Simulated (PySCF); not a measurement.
# CH₁₀B₂NP: NMR shifts at several levels of theory

How much do the NMR shifts of CH₁₀B₂NP (`C[B@@H-]1[NH2+][BH2-][PH2+]1`) depend on the level of theory, and what does each level cost?

The runs use PySCF 2.14.0, with density-fitted response routines of our own; the level of theory stands in each step. All values are computed, except where a source is named. Atoms count from 0, in the outputs and in this text.

## (1) The starting structure

15 atoms, charge 0, multiplicity 1; geometry from: PBE0-D3(BJ)/def2-SVP.

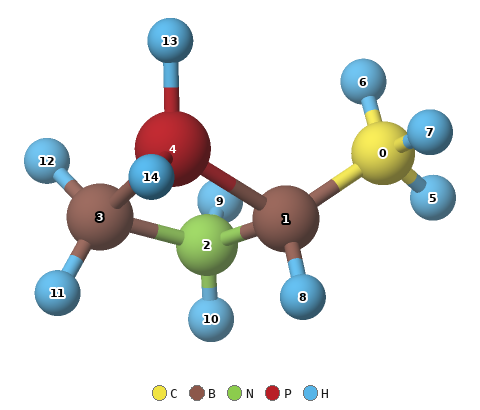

As it starts; carbon yellow, boron brown, nitrogen green, phosphorus red, hydrogen blue, atoms numbered.

## (2) NMR shieldings: HF/pcSseg-1

The job: settings as JSON, then the geometry in Å.

```
{"job": {"kind": "nmr", "xc": "HF", "basis": "pcSseg-1", "pop": false}, "charge": 0, "multiplicity": 1}
C      1.970725     0.169365    -0.382175
B      0.550775     0.493597     0.271994
N     -0.178504    -0.764321     0.968336
B     -1.664656    -0.623330     0.380377
P     -1.036238     0.720039    -0.934998
H      2.712139    -0.091116     0.394062
H      1.945872    -0.666537    -1.103438
H      2.368875     1.045998    -0.917536
H      0.505700     1.441702     1.040101
H      0.251431    -1.646135     0.691636
H     -0.146336    -0.726320     1.985374
H     -2.402802    -0.082678     1.180641
H     -2.091909    -1.652540    -0.104859
H     -0.946029     0.338043    -2.295073
H     -1.676712     1.975174    -1.020578
```

Level: GIAO HF/pcSseg-1 NMR shielding, non-relativistic, gas phase.

Started as:

```sh
OMP_NUM_THREADS=1 python probes_run.py task.json out
```

This one command runs all jobs of the session in turn.

Log:

```text
final grid: 110264 points
cycle   1  E = -488.1585977867  dE =  7.082e-01  |g| = 3.906e-01  |ddm| = 3.124e+00
cycle   2  E = -488.2196511391  dE = -6.105e-02  |g| = 1.125e-01  |ddm| = 5.109e-01
cycle   3  E = -488.2245922987  dE = -4.941e-03  |g| = 4.902e-02  |ddm| = 1.719e-01
cycle   4  E = -488.2252360940  dE = -6.438e-04  |g| = 8.540e-03  |ddm| = 5.566e-02
cycle   5  E = -488.2252702929  dE = -3.420e-05  |g| = 2.646e-03  |ddm| = 1.950e-02
cycle   6  E = -488.2252743167  dE = -4.024e-06  |g| = 7.805e-04  |ddm| = 8.218e-03
cycle   7  E = -488.2252747746  dE = -4.579e-07  |g| = 2.085e-04  |ddm| = 2.942e-03
cycle   8  E = -488.2252748093  dE = -3.472e-08  |g| = 6.888e-05  |ddm| = 8.409e-04
cycle   9  E = -488.2252748125  dE = -3.171e-09  |g| = 1.407e-05  |ddm| = 2.272e-04
cycle  10  E = -488.2252748127  dE = -1.726e-10  |g| = 3.162e-06  |ddm| = 5.713e-05
converged SCF energy = -488.2252748127

GIAO shielding tensors (ppm)
atom      isotropic    diamagn.    paramagn.     s11        s22        s33       span
  0 C      183.951     247.368     -63.417    173.633    186.247    191.971     18.338
  1 B      123.403     182.085     -58.681    105.030    127.636    137.543     32.513
  2 N      242.195     322.647     -80.451    225.888    241.769    258.928     33.040
  3 B      133.162     184.168     -51.006    118.150    129.476    151.860     33.710
  4 P      495.304     967.615    -472.311    391.766    503.880    590.265    198.499
  5 H       31.407      29.461       1.946     27.213     28.355     38.654     11.441
  6 H       31.675      30.780       0.895     27.835     30.514     36.677      8.842
  7 H       31.470      29.426       2.044     27.308     28.344     38.757     11.449
  8 H       28.412      29.696      -1.284     26.935     27.416     30.885      3.951
  9 H       30.392      32.353      -1.962     25.417     26.602     39.155     13.738
 10 H       29.725      30.835      -1.110     23.717     24.607     40.852     17.135
 11 H       28.652      28.818      -0.166     24.791     28.265     32.901      8.110
 12 H       28.845      28.473       0.372     24.733     28.114     33.689      8.956
 13 H       28.674      31.057      -2.383     24.158     26.594     35.270     11.112
 14 H       28.426      30.603      -2.177     23.404     26.014     35.860     12.455
```

Wall time 6.8 s (1 thread of Arm Neoverse V1, shared host); peak memory 0.74 GiB.

Shifts follow as δ = σ(reference) − σ, with reference shieldings (ppm) from runs at the same level and on the same kind of geometry: 1H TMS 31.69, 13C TMS 190.8, 15N NH3 265.7, 31P H3PO4 356.2, 11B BF3·OEt2 115.3. The references are single molecules in the gas phase, so shifts against H2O, NH3, PH3, H3PO4 or CFCl3 are not on the usual liquid scales and can be off by tens of ppm. Atoms listed in one row are averaged.

```
     atoms                                                   environment  σ (ppm)  δ (ppm)
        C0                                     methyl carbon bonded to B    184.0      6.9
        H8   hydrogen on a boron bonded to C, N, P, in a 4-membered ring    28.41     3.27
       H14  hydrogen on a phosphorus bonded to 2 B, in a 4-membered ring    28.43     3.26
       H11      hydrogen on a boron bonded to N, P, in a 4-membered ring    28.65     3.03
       H13  hydrogen on a phosphorus bonded to 2 B, in a 4-membered ring    28.67     3.01
       H12      hydrogen on a boron bonded to N, P, in a 4-membered ring    28.85     2.84
       H10                hydrogen on a donor nitrogen of a Lewis adduct    29.73     1.96
        H9                hydrogen on a donor nitrogen of a Lewis adduct    30.39     1.29
H5, H6, H7                       hydrogen on a methyl carbon bonded to B    31.52     0.17
        B1              boron bonded to C, N, P, H, in a 4-membered ring    123.4     -8.1
        B3               boron bonded to N, P, 2 H, in a 4-membered ring    133.2    -17.9
        N2                              donor nitrogen of a Lewis adduct    242.2     23.5
        P4           phosphorus bonded to 2 B, 2 H, in a 4-membered ring    495.3   -139.1
```

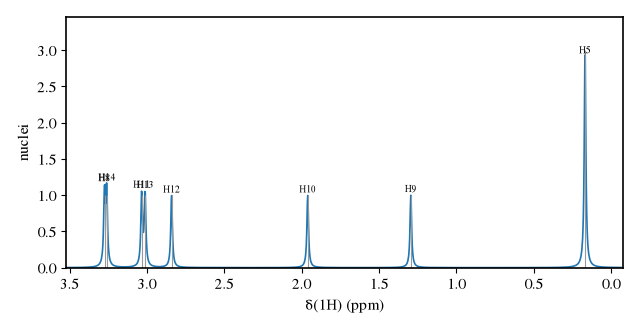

1H lines at the computed shifts, without couplings. Lines are broadened to a width of 0.01 ppm (Lorentzian).

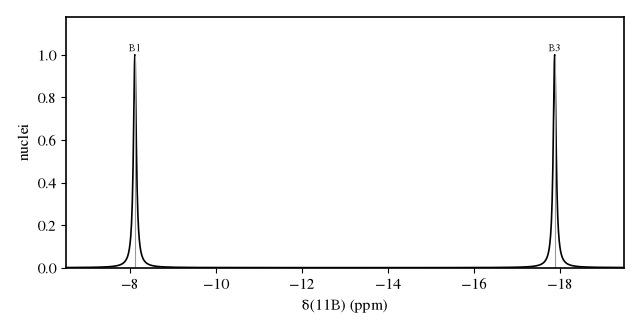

11B lines at the computed shifts, without couplings. Lines are broadened to a width of 0.08 ppm (Lorentzian).

Ring of atoms B1, N2, B3, P4: NICS(0) -1.8, NICS(1) -1.2, NICS(1)zz 3.9 ppm (means of both faces). The ring holds saturated atoms, so no π current runs round it: these values come from its σ bonds, any local π bonds and neighbouring rings, and say nothing of aromaticity.

## (3) Shielding tensors: LDA/pcSseg-1

Same as in step 2 but for these lines:

```diff
@@ -1,2 +1,2 @@
-{"job": {"kind": "nmr", "xc": "HF", "basis": "pcSseg-1", "pop": false}, "charge": 0, "multiplicity": 1}
+{"job": {"kind": "nmr", "xc": "LDA", "basis": "pcSseg-1", "pop": false}, "charge": 0, "multiplicity": 1}
 C      1.970725     0.169365    -0.382175
```

Level: GIAO LDA/pcSseg-1 NMR shielding, non-relativistic, gas phase.

Log:

```text
coarse grid: 12144 points
cycle   1  E = -487.0746765314  dE =  1.763e-01  |g| = 6.614e-01  |ddm| = 3.306e+00
cycle   2  E = -486.8188699925  dE =  2.558e-01  |g| = 1.124e+00  |ddm| = 2.292e+00
cycle   3  E = -487.2045106644  dE = -3.856e-01  |g| = 1.127e-01  |ddm| = 1.705e+00
cycle   4  E = -487.2077117899  dE = -3.201e-03  |g| = 5.425e-02  |ddm| = 1.966e-01
cycle   5  E = -487.2083125682  dE = -6.008e-04  |g| = 1.410e-02  |ddm| = 4.266e-02
cycle   6  E = -487.2083584738  dE = -4.591e-05  |g| = 4.468e-03  |ddm| = 2.091e-02
cycle   7  E = -487.2083637007  dE = -5.227e-06  |g| = 8.459e-04  |ddm| = 5.844e-03
final grid: 110264 points
cycle   8  E = -487.2441415764  dE = -5.621e-05  |g| = 4.677e-03  |ddm| = 3.324e-02
cycle   9  E = -487.2441312874  dE =  1.029e-05  |g| = 8.259e-03  |ddm| = 1.041e-02
cycle  10  E = -487.2441467256  dE = -1.544e-05  |g| = 7.407e-04  |ddm| = 7.082e-03
cycle  11  E = -487.2441468620  dE = -1.364e-07  |g| = 2.758e-04  |ddm| = 1.184e-03
cycle  12  E = -487.2441468808  dE = -1.883e-08  |g| = 4.626e-05  |ddm| = 2.710e-04
cycle  13  E = -487.2441468814  dE = -5.513e-10  |g| = 1.806e-05  |ddm| = 8.220e-05
converged SCF energy = -487.2441468814

GIAO shielding tensors (ppm)
atom      isotropic    diamagn.    paramagn.     s11        s22        s33       span
  0 C      174.514     247.691     -73.177    161.051    177.987    184.505     23.454
  1 B      107.059     189.142     -82.084     83.016    113.467    124.692     41.676
  2 N      225.120     317.900     -92.780    205.280    226.690    243.392     38.112
  3 B      120.090     191.074     -70.984     98.688    117.278    144.304     45.616
  4 P      456.254     970.250    -513.996    347.915    463.560    557.288    209.374
  5 H       30.569      28.641       1.928     26.628     27.557     37.521     10.893
  6 H       30.716      29.793       0.923     27.179     29.792     35.177      7.998
  7 H       30.606      28.555       2.051     26.751     27.620     37.448     10.697
  8 H       26.778      29.042      -2.264     25.554     26.372     28.409      2.855
  9 H       29.483      31.523      -2.040     25.308     26.241     36.900     11.591
 10 H       28.777      30.317      -1.540     23.146     24.368     38.817     15.672
 11 H       27.186      28.261      -1.075     23.302     27.485     30.773      7.471
 12 H       27.487      27.875      -0.387     23.252     27.263     31.947      8.695
 13 H       27.571      30.050      -2.479     23.025     26.005     33.683     10.658
 14 H       27.235      29.527      -2.293     22.195     25.386     34.123     11.928
```

Run time: 15 s. Hardware: 1 thread of Arm Neoverse V1, shared host; peak memory 0.64 GiB.

This run: δ C0 6.2, B1 -14.2, B3 -27.2, N2 46.8, H8 4.05, H11 3.64 ppm.

## (4) Nuclear shieldings: PBE/pcSseg-1

Same as in step 3 but for these lines:

```diff
@@ -1,2 +1,2 @@
-{"job": {"kind": "nmr", "xc": "LDA", "basis": "pcSseg-1", "pop": false}, "charge": 0, "multiplicity": 1}
+{"job": {"kind": "nmr", "xc": "PBE", "basis": "pcSseg-1", "pop": false}, "charge": 0, "multiplicity": 1}
 C      1.970725     0.169365    -0.382175
```

Level: GIAO PBE/pcSseg-1 NMR shielding, non-relativistic, gas phase.

Log:

```text
coarse grid: 12144 points
cycle   1  E = -489.4076059360  dE =  1.738e-01  |g| = 6.249e-01  |ddm| = 3.303e+00
cycle   2  E = -489.1964978342  dE =  2.111e-01  |g| = 1.034e+00  |ddm| = 2.162e+00
cycle   3  E = -489.5261397189  dE = -3.296e-01  |g| = 1.047e-01  |ddm| = 1.573e+00
cycle   4  E = -489.5289888775  dE = -2.849e-03  |g| = 4.839e-02  |ddm| = 1.817e-01
cycle   5  E = -489.5294688104  dE = -4.799e-04  |g| = 1.274e-02  |ddm| = 3.956e-02
cycle   6  E = -489.5295057045  dE = -3.689e-05  |g| = 3.842e-03  |ddm| = 1.800e-02
cycle   7  E = -489.5295097782  dE = -4.074e-06  |g| = 7.057e-04  |ddm| = 5.073e-03
final grid: 110264 points
cycle   8  E = -489.5618948539  dE = -4.561e-05  |g| = 1.358e-02  |ddm| = 3.948e-02
cycle   9  E = -489.5617903108  dE =  1.045e-04  |g| = 2.423e-02  |ddm| = 3.717e-02
cycle  10  E = -489.5619419380  dE = -1.516e-04  |g| = 1.827e-03  |ddm| = 2.625e-02
cycle  11  E = -489.5619428375  dE = -8.994e-07  |g| = 4.384e-04  |ddm| = 2.476e-03
cycle  12  E = -489.5619428836  dE = -4.615e-08  |g| = 9.054e-05  |ddm| = 5.682e-04
cycle  13  E = -489.5619428858  dE = -2.185e-09  |g| = 3.167e-05  |ddm| = 1.553e-04
cycle  14  E = -489.5619428861  dE = -2.992e-10  |g| = 4.475e-06  |ddm| = 3.981e-05
converged SCF energy = -489.5619428861

GIAO shielding tensors (ppm)
atom      isotropic    diamagn.    paramagn.     s11        s22        s33       span
  0 C      172.765     246.691     -73.925    160.457    175.483    182.356     21.899
  1 B      108.411     189.209     -80.798     85.536    114.562    125.135     39.599
  2 N      220.705     317.324     -96.619    202.519    222.073    237.524     35.005
  3 B      120.581     190.820     -70.239    100.372    117.922    143.450     43.078
  4 P      456.258     969.964    -513.706    349.241    464.136    555.397    206.156
  5 H       30.906      29.013       1.893     27.178     28.016     37.523     10.344
  6 H       31.068      30.260       0.808     27.706     30.181     35.317      7.611
  7 H       30.950      28.943       2.007     27.292     28.081     37.477     10.186
  8 H       27.311      29.563      -2.252     26.048     26.929     28.955      2.907
  9 H       29.888      31.966      -2.077     25.929     26.705     37.032     11.103
 10 H       29.195      30.664      -1.469     23.734     24.980     38.871     15.137
 11 H       27.686      28.700      -1.014     23.875     27.963     31.220      7.346
 12 H       27.950      28.338      -0.388     23.801     27.737     32.313      8.512
 13 H       28.036      30.680      -2.644     23.577     26.599     33.931     10.355
 14 H       27.715      30.131      -2.416     22.789     26.004     34.352     11.563
```

Run time: 22 s. Hardware: 1 thread of Arm Neoverse V1, shared host; peak memory 0.74 GiB.

Key values: δ C0 7.3, B1 -13.6, B3 -25.8, N2 44.4, H8 3.89, H11 3.51 ppm.

## (5) Shielding tensors: BLYP/pcSseg-1

Same as in step 4 but for these lines:

```diff
@@ -1,2 +1,2 @@
-{"job": {"kind": "nmr", "xc": "PBE", "basis": "pcSseg-1", "pop": false}, "charge": 0, "multiplicity": 1}
+{"job": {"kind": "nmr", "xc": "BLYP", "basis": "pcSseg-1", "pop": false}, "charge": 0, "multiplicity": 1}
 C      1.970725     0.169365    -0.382175
```

Method: GIAO BLYP/pcSseg-1 NMR shielding, non-relativistic, gas phase.

Log:

```text
coarse grid: 12144 points
cycle   1  E = -489.6823423133  dE =  1.678e-01  |g| = 6.440e-01  |ddm| = 3.320e+00
cycle   2  E = -489.4518800772  dE =  2.305e-01  |g| = 1.082e+00  |ddm| = 2.207e+00
cycle   3  E = -489.8054780105  dE = -3.536e-01  |g| = 1.102e-01  |ddm| = 1.616e+00
cycle   4  E = -489.8085411623  dE = -3.063e-03  |g| = 5.240e-02  |ddm| = 1.897e-01
cycle   5  E = -489.8091069912  dE = -5.658e-04  |g| = 1.429e-02  |ddm| = 4.347e-02
cycle   6  E = -489.8091544938  dE = -4.750e-05  |g| = 4.111e-03  |ddm| = 2.003e-02
cycle   7  E = -489.8091592339  dE = -4.740e-06  |g| = 7.266e-04  |ddm| = 5.359e-03
final grid: 110264 points
cycle   8  E = -489.8434737345  dE = -5.186e-05  |g| = 9.205e-03  |ddm| = 3.403e-02
cycle   9  E = -489.8434337347  dE =  4.000e-05  |g| = 1.629e-02  |ddm| = 1.945e-02
cycle  10  E = -489.8434924944  dE = -5.876e-05  |g| = 1.274e-03  |ddm| = 1.341e-02
cycle  11  E = -489.8434929282  dE = -4.338e-07  |g| = 2.665e-04  |ddm| = 1.748e-03
cycle  12  E = -489.8434929452  dE = -1.704e-08  |g| = 6.771e-05  |ddm| = 3.011e-04
cycle  13  E = -489.8434929465  dE = -1.291e-09  |g| = 2.407e-05  |ddm| = 1.176e-04
cycle  14  E = -489.8434929467  dE = -1.667e-10  |g| = 5.030e-06  |ddm| = 3.081e-05
converged SCF energy = -489.8434929467

GIAO shielding tensors (ppm)
atom      isotropic    diamagn.    paramagn.     s11        s22        s33       span
  0 C      167.571     245.306     -77.735    155.443    169.753    177.517     22.074
  1 B      103.683     188.993     -85.311     81.010    110.137    119.900     38.889
  2 N      214.103     317.075    -102.972    196.521    215.704    230.084     33.562
  3 B      116.126     190.365     -74.239     96.315    113.601    138.462     42.147
  4 P      433.270     969.970    -536.700    324.566    444.701    530.543    205.977
  5 H       31.048      29.089       1.959     27.526     28.296     37.322      9.797
  6 H       31.241      30.488       0.753     28.095     30.405     35.224      7.129
  7 H       31.090      29.024       2.066     27.649     28.354     37.267      9.618
  8 H       27.591      29.964      -2.373     26.299     27.319     29.156      2.858
  9 H       30.036      32.188      -2.152     26.278     27.000     36.831     10.553
 10 H       29.321      30.823      -1.502     24.056     25.310     38.598     14.543
 11 H       27.953      29.037      -1.084     24.195     28.308     31.355      7.160
 12 H       28.191      28.646      -0.455     24.113     28.057     32.403      8.290
 13 H       28.318      30.957      -2.640     23.951     27.049     33.952     10.001
 14 H       27.986      30.351      -2.365     23.168     26.446     34.342     11.174
```

Run time: 19 s. Hardware: 1 thread of Arm Neoverse V1, shared host; peak memory 0.74 GiB.

In short: δ C0 7.7, B1 -10.8, B3 -23.3, N2 48.5, H8 3.77, H11 3.41 ppm.

## (6) Nuclear shieldings: BP86/pcSseg-1

Same as in step 5 but for these lines:

```diff
@@ -1,2 +1,2 @@
-{"job": {"kind": "nmr", "xc": "BLYP", "basis": "pcSseg-1", "pop": false}, "charge": 0, "multiplicity": 1}
+{"job": {"kind": "nmr", "xc": "BP86", "basis": "pcSseg-1", "pop": false}, "charge": 0, "multiplicity": 1}
 C      1.970725     0.169365    -0.382175
```

With the program's defaults for keys left out, this is: GIAO BP86/pcSseg-1 NMR shielding, non-relativistic, gas phase.

Log:

```text
coarse grid: 12144 points
cycle   1  E = -489.8292364710  dE =  1.708e-01  |g| = 6.101e-01  |ddm| = 3.301e+00
cycle   2  E = -489.6397526279  dE =  1.895e-01  |g| = 9.961e-01  |ddm| = 2.036e+00
cycle   3  E = -489.9418875770  dE = -3.021e-01  |g| = 1.025e-01  |ddm| = 1.467e+00
cycle   4  E = -489.9446434276  dE = -2.756e-03  |g| = 4.620e-02  |ddm| = 1.766e-01
cycle   5  E = -489.9450844959  dE = -4.411e-04  |g| = 1.202e-02  |ddm| = 3.731e-02
cycle   6  E = -489.9451171299  dE = -3.263e-05  |g| = 3.668e-03  |ddm| = 1.707e-02
cycle   7  E = -489.9451208575  dE = -3.728e-06  |g| = 6.601e-04  |ddm| = 4.805e-03
final grid: 110264 points
cycle   8  E = -489.9760023030  dE = -6.113e-05  |g| = 6.434e-03  |ddm| = 3.446e-02
cycle   9  E = -489.9759807182  dE =  2.158e-05  |g| = 1.122e-02  |ddm| = 1.694e-02
cycle  10  E = -489.9760130223  dE = -3.230e-05  |g| = 9.675e-04  |ddm| = 1.184e-02
cycle  11  E = -489.9760132249  dE = -2.026e-07  |g| = 3.403e-04  |ddm| = 1.511e-03
cycle  12  E = -489.9760132502  dE = -2.530e-08  |g| = 7.421e-05  |ddm| = 3.573e-04
cycle  13  E = -489.9760132518  dE = -1.660e-09  |g| = 2.083e-05  |ddm| = 1.318e-04
cycle  14  E = -489.9760132519  dE = -1.169e-10  |g| = 4.839e-06  |ddm| = 2.838e-05
converged SCF energy = -489.9760132519

GIAO shielding tensors (ppm)
atom      isotropic    diamagn.    paramagn.     s11        s22        s33       span
  0 C      172.602     247.294     -74.691    160.437    175.501    181.869     21.432
  1 B      108.195     188.825     -80.630     85.428    114.420    124.736     39.308
  2 N      221.099     318.221     -97.122    203.374    222.172    237.751     34.377
  3 B      120.327     190.306     -69.979    100.312    117.819    142.850     42.537
  4 P      454.603     970.091    -515.488    348.010    462.112    553.686    205.676
  5 H       30.984      29.108       1.876     27.262     28.111     37.579     10.317
  6 H       31.136      30.413       0.723     27.779     30.260     35.369      7.590
  7 H       31.024      29.025       1.999     27.367     28.169     37.536     10.169
  8 H       27.395      29.682      -2.287     26.131     27.011     29.042      2.911
  9 H       29.970      32.074      -2.105     26.008     26.785     37.117     11.109
 10 H       29.302      30.727      -1.425     23.864     25.085     38.956     15.092
 11 H       27.777      28.756      -0.979     23.961     28.042     31.326      7.365
 12 H       28.029      28.406      -0.377     23.885     27.809     32.392      8.507
 13 H       28.119      30.741      -2.622     23.668     26.689     34.000     10.333
 14 H       27.803      30.169      -2.366     22.884     26.091     34.433     11.548
```

Wall time 21 s (1 thread of Arm Neoverse V1, shared host); peak memory 0.74 GiB.

This run: δ C0 7.1, B1 -12.9, B3 -25.1, N2 42.0, H8 3.87, H11 3.49 ppm.

## (7) NMR shieldings: OPBE/pcSseg-1

Same as in step 6 but for these lines:

```diff
@@ -1,2 +1,2 @@
-{"job": {"kind": "nmr", "xc": "BP86", "basis": "pcSseg-1", "pop": false}, "charge": 0, "multiplicity": 1}
+{"job": {"kind": "nmr", "xc": "OPBE", "basis": "pcSseg-1", "pop": false}, "charge": 0, "multiplicity": 1}
 C      1.970725     0.169365    -0.382175
```

Level: GIAO OPBE/pcSseg-1 NMR shielding, non-relativistic, gas phase.

Log:

```text
coarse grid: 12144 points
cycle   1  E = -489.7217637543  dE =  1.553e-01  |g| = 5.736e-01  |ddm| = 3.302e+00
cycle   2  E = -489.5598518197  dE =  1.619e-01  |g| = 9.174e-01  |ddm| = 2.066e+00
cycle   3  E = -489.8275303507  dE = -2.677e-01  |g| = 9.129e-02  |ddm| = 1.453e+00
cycle   4  E = -489.8297982735  dE = -2.268e-03  |g| = 4.072e-02  |ddm| = 1.609e-01
cycle   5  E = -489.8301435152  dE = -3.452e-04  |g| = 1.052e-02  |ddm| = 3.510e-02
cycle   6  E = -489.8301679770  dE = -2.446e-05  |g| = 3.243e-03  |ddm| = 1.436e-02
cycle   7  E = -489.8301709094  dE = -2.932e-06  |g| = 6.629e-04  |ddm| = 4.490e-03
final grid: 110264 points
cycle   8  E = -489.8430448385  dE = -1.222e-04  |g| = 2.055e-02  |ddm| = 7.107e-02
cycle   9  E = -489.8428343606  dE =  2.105e-04  |g| = 3.259e-02  |ddm| = 6.893e-02
cycle  10  E = -489.8431807510  dE = -3.464e-04  |g| = 3.186e-03  |ddm| = 4.672e-02
cycle  11  E = -489.8431834626  dE = -2.712e-06  |g| = 1.156e-03  |ddm| = 5.277e-03
cycle  12  E = -489.8431837273  dE = -2.647e-07  |g| = 2.519e-04  |ddm| = 1.134e-03
cycle  13  E = -489.8431837448  dE = -1.755e-08  |g| = 5.081e-05  |ddm| = 3.723e-04
cycle  14  E = -489.8431837455  dE = -6.594e-10  |g| = 1.547e-05  |ddm| = 8.743e-05
converged SCF energy = -489.8431837455

GIAO shielding tensors (ppm)
atom      isotropic    diamagn.    paramagn.     s11        s22        s33       span
  0 C      177.918     247.646     -69.728    166.733    180.358    186.662     19.929
  1 B      115.509     189.120     -73.611     93.892    121.159    131.475     37.583
  2 N      226.088     317.685     -91.597    209.089    226.669    242.505     33.415
  3 B      126.395     190.745     -64.350    107.230    123.820    148.136     40.906
  4 P      477.332     970.146    -492.813    370.999    482.541    578.457    207.457
  5 H       30.953      29.152       1.801     27.146     28.007     37.706     10.560
  6 H       31.083      30.310       0.773     27.578     30.142     35.530      7.952
  7 H       30.999      29.090       1.909     27.222     28.069     37.706     10.485
  8 H       27.404      29.431      -2.028     26.168     26.860     29.182      3.014
  9 H       29.864      31.928      -2.064     25.728     26.502     37.363     11.635
 10 H       29.255      30.591      -1.336     23.642     24.857     39.265     15.623
 11 H       27.767      28.581      -0.814     23.995     27.893     31.413      7.418
 12 H       28.027      28.305      -0.278     23.923     27.703     32.454      8.531
 13 H       27.993      30.758      -2.765     23.481     26.478     34.020     10.539
 14 H       27.719      30.225      -2.506     22.747     25.933     34.477     11.730
```

Run time: 21 s. Hardware: 1 thread of Arm Neoverse V1, shared host; peak memory 0.74 GiB.

This run: δ C0 7.2, B1 -15.2, B3 -26.1, N2 38.0, H8 3.83, H14 3.51 ppm.

[end of part 1 of 2]
